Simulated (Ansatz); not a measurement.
A series of calculations on BH3SOClF

### Relaxation

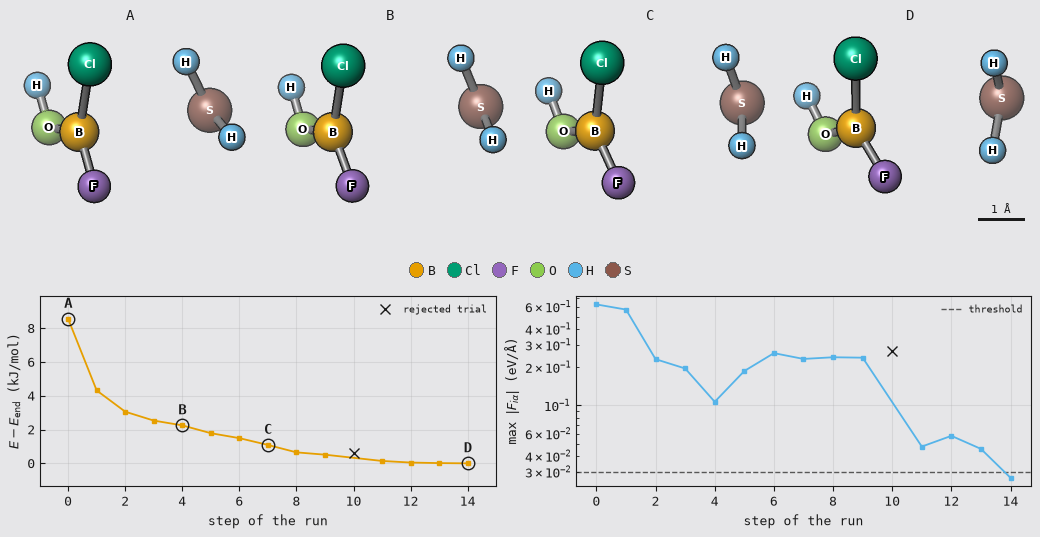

Frames of a relaxation of BH₃SOClF, marked on the history of the run. A ball-and-stick model, seen at a tilt.

The run prepares an end point of a later path (reaction) calculation, from a guessed geometry.

These are results of RKS PBE/def2-SVP (Ansatz), not measurements.

The input:
```yaml
crystal:
  periodic: [false, false, false]
  atoms:
    - { symbol: B, position_ang: [0.061233, -0.321411, 0.059998] }
    - { symbol: Cl, position_ang: [-0.137203, -0.883877, 1.801345] }
    - { symbol: F, position_ang: [1.296451, -0.165877, -0.397978] }
    - { symbol: O, position_ang: [-0.996641, -0.261193, -0.776065] }
    - { symbol: H, position_ang: [-1.832082, -0.479854, -0.327662] }
    - { symbol: S, position_ang: [-0.098975, 2.604089, 1.057099] }
    - { symbol: H, position_ang: [1.20333, 2.481622, 1.438772] }
    - { symbol: H, position_ang: [-0.495213, 1.656601, 1.986192] }
basis:
  gaussian: { orbitals: def2-SVP }
hamiltonian:
  xc: pbe
relax:
  f_tol: 0.03
  max_steps: 50
```

Command:
```bash
ansatz run input.yaml --threads 2 --pin off --max-ram 3072MiB --backend cpu --events-out ev --progress --plain --runs-dir out
```

Q: Describe the path.

A: The atom that moves furthest after the best rigid fit is H8 (0.73 Å). Largest moves by element: H 0.73 Å, S 0.38 Å, Cl 0.35 Å, F 0.32 Å, O 0.17 Å, B 0.12 Å. Near-neighbour distances that change, for instance: B1–Cl2 1.841 → 1.783 Å, S6–H8 1.385 → 1.362 Å, B1–F3 1.327 → 1.334 Å. Over 13 accepted moves (14 points after the start) the energy falls by 8.56 kJ/mol. The largest force component goes from 0.62 to 0.027 eV/Å. The line search rejected the trial step at point 10 of the run. Cost: 32 s on 2 threads of Arm Neoverse V1, with other jobs on the host, peak memory 0.17 GiB. From step 0 to 4: H8 moves most (0.33 Å), energy −6.31 kJ/mol. From step 4 to 7: H7 moves most (0.29 Å), energy −1.16 kJ/mol. From step 7 to 14: H7 moves most (0.36 Å), energy −1.09 kJ/mol.

| step | E − E(0), kJ/mol | largest force component, eV/Å | note |
| --- | --- | --- | --- |
| 0 | 0.00 | 0.6249 |  |
| 1 | -4.24 | 0.5691 |  |
| 2 | -5.50 | 0.2315 |  |
| 3 | -6.02 | 0.1955 |  |
| 4 | -6.31 | 0.1068 |  |
| 5 | -6.77 | 0.1868 |  |
| 6 | -7.06 | 0.2583 |  |
| 7 | -7.47 | 0.2325 |  |
| 8 | -7.90 | 0.2397 |  |
| 9 | -8.04 | 0.2378 |  |
| 10 | -7.96 | 0.2683 | rejected |
| 11 | -8.41 | 0.0474 |  |
| 12 | -8.51 | 0.0576 |  |
| 13 | -8.54 | 0.0455 |  |
| 14 | -8.56 | 0.0269 |  |

Limits of the set-up: the start holds two separate molecules, 2.6 Å apart at their closest, whose relative position is a soft coordinate and is computed without a dispersion correction.

### Relaxation

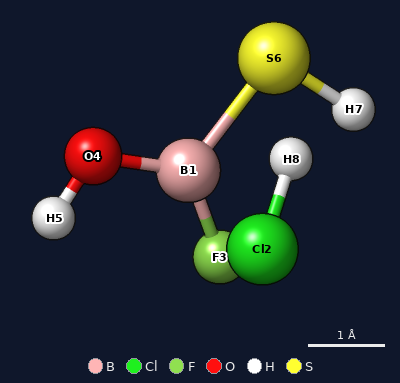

BH3SOClF, before the relaxation. The picture is a ball-and-stick view, seen from a free direction.

The run prepares an end point of a later path (reaction) calculation, from a guessed geometry.

Theory: RKS PBE/def2-SVP (Ansatz 0.2.0).

Input file:
```yaml
crystal:
  periodic: [false, false, false]
  atoms:
    - { symbol: B, position_ang: [-0.113232, 0.583609, -0.1054] }
    - { symbol: Cl, position_ang: [-0.213118, -0.567339, 2.734933] }
    - { symbol: F, position_ang: [1.034296, -0.087632, -0.283458] }
    - { symbol: O, position_ang: [-1.323201, 0.075681, -0.438335] }
    - { symbol: H, position_ang: [-1.267837, -0.858341, -0.714921] }
    - { symbol: S, position_ang: [-0.073289, 2.36037, 0.486862] }
    - { symbol: H, position_ang: [1.278982, 2.371165, 0.654317] }
    - { symbol: H, position_ang: [-0.321701, 0.752588, 2.507702] }
basis:
  gaussian: { orbitals: def2-SVP }
hamiltonian:
  xc: pbe
relax:
  f_tol: 0.03
  max_steps: 50
```

Launched with:
```bash
ansatz run input.yaml --threads 2 --pin off --max-ram 3072MiB --backend cpu --events-out ev --progress --plain --runs-dir out
```

**Predict the outcome.**

Over 5 accepted moves (7 points after the start) the energy falls by 1.86 kcal/mol. Largest force component: 0.82 eV/Å at the start, 0.028 eV/Å at the end. The line search rejected the trial steps at points 4, 5 of the run. Cl2 moves most after the best rigid fit: 0.48 Å. Largest moves by element: Cl 0.48 Å, F 0.21 Å, H 0.21 Å, S 0.20 Å, B 0.11 Å, O 0.10 Å. Among the contacts that change: B1–S6 1.873 → 1.840 Å, Cl2–H8 1.344 → 1.317 Å. The run took 18 s on 2 threads of Arm Neoverse V1, on a shared host, peak memory 0.17 GiB.

History of the run:

```csv
step,"E − E(0), kcal/mol","largest force component, eV/Å",note
0,0.00,0.8167,
1,-0.70,1.0652,
2,-1.37,0.6048,
3,-1.73,0.2046,
4,-1.32,0.5326,rejected
5,-1.22,0.8380,rejected
6,-1.85,0.1272,
7,-1.86,0.0282,
```

Final geometry:

```xyz
8

B    -0.1261    0.5848   -0.2126
Cl   -0.1897   -0.3746    3.1771
F     1.0253   -0.0471   -0.4909
O    -1.3319    0.0636   -0.5352
H    -1.2583   -0.8307   -0.9182
S    -0.1064    2.2241    0.6228
H     1.2506    2.2725    0.7235
H    -0.2627    0.7375    2.4752
```

The end point in the same view:

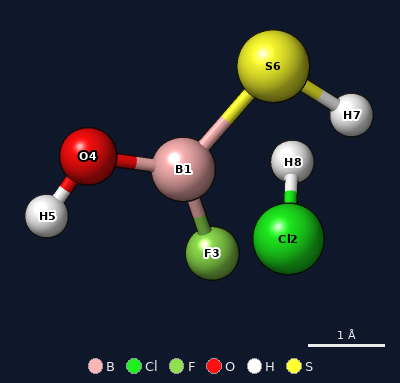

Limits of the set-up: the start holds two separate molecules, 2.6 Å apart at their closest, whose relative position is a soft coordinate and is computed without a dispersion correction.

### Path

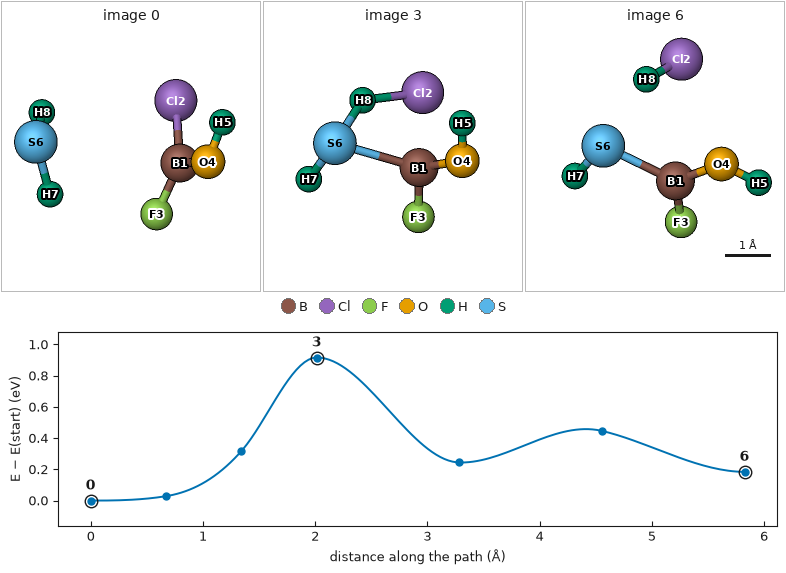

A nudged-elastic-band calculation for BH$_{3}$SOClF, made up at the start of BHOClF and H2S. Images are numbered from 0 (start) to 6 (end). The picture is a ball-and-stick view, seen at a tilt.

These are results of RKS PBE/def2-SVP (Ansatz), not measurements. Set-up: 5 movable images; climbing image; force threshold 0.05 eV/Å; iteration limit 60; starting path through a guess of the saddle point.

**What happens along the path, and what is the barrier?**

The path has more than one stage, and so few images may leave a stage unresolved. Breaking: B1–Cl2 (1.78 → 2.22 at the top → 3.52 Å), S6–H8 (1.36 → 1.62 at the top → 2.38 Å). Forming: B1–S6 (3.44 → 2.05 at the top → 1.84 Å), Cl2–H8 (3.18 → 1.60 at the top → 1.32 Å). The energy climbs by 0.92 eV to image 3 and then falls by 0.73 eV, so the end point sits at +0.18 eV. The profile has 2 maxima (images 3, 5) with a dip at image 4 (+0.24 eV), so the process runs in steps. The band converged in 43 iterations. The largest component of the band force went from 28 to 0.047 eV/Å. The climbing image converged on the top of the path. Its vibrational analysis gives one imaginary mode (607i cm⁻¹), as a transition state must have.

Limits of the set-up: the start holds two separate molecules, 2.6 Å apart at their closest, whose relative position is a soft coordinate and is computed without a dispersion correction.
